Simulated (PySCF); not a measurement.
```xyz
15

C     2.2488   -0.2875    0.2591
Si    0.6616    0.5049   -0.4284
C    -0.5161    1.2226    0.8251
C    -1.7284    0.5460    0.7839
C    -1.8392   -0.4884   -0.1084
C    -0.6513   -0.7927   -0.9501
H     2.8050   -0.7885   -0.5273
H     2.0324   -1.0179    1.0333
H     2.8984    0.4682    0.6882
H     1.0060    1.4165   -1.5343
H    -0.3673    2.0456    1.5034
H    -2.5530    0.8161    1.4301
H    -2.7399   -1.0748   -0.2071
H    -0.9237   -0.7362   -2.0053
H    -0.3376   -1.8259   -0.7841
```

Geometry: GFN2-xTB.

Computed with UKS B3LYP, pcH-1 on C H Si, non-relativistic, mean-field spin-orbit, GIAO in PySCF.

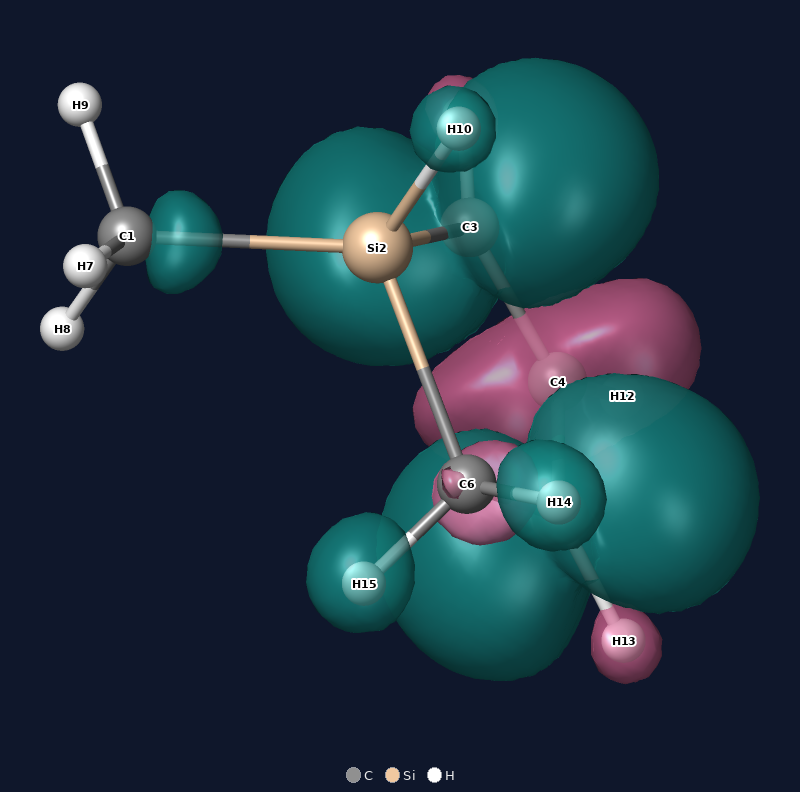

C5H9Si (doublet). Isosurfaces of the spin density at +0.015 (teal) and −0.015 e/Å³ (pink), seen at an oblique angle.

Describe the spin distribution.

Answer. The unpaired spin (1 electron) lies mostly on C3 (about 0.4) and C5 (about 0.4), in electrons by Hirshfeld's partition.
